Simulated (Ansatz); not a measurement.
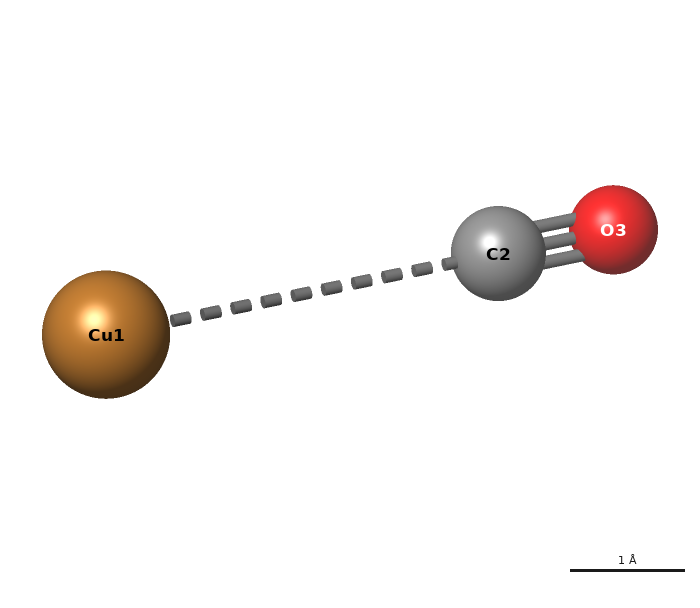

Two molecules or ions; the broken line marks their closest contact (measured against van der Waals radii). State: charge +1, singlet. Geometry: a pair of rigid molecules at a changed separation. Program: Ansatz 0.2.0.

Q: Which two species are they?

A: Cu and CO (`[C-]#[O+].[Cu+]`).

Q: How long is the contact?

A: Cu1···C2 is 3.79 Å.

Give the counterpoise-corrected interaction energy (kcal/mol, monomers kept as in the pair) with ωB97M-V/def2-TZVPPD.

```
              level  interaction energy (kcal/mol)
ωB97M-V/def2-TZVPPD                           −5.0
```
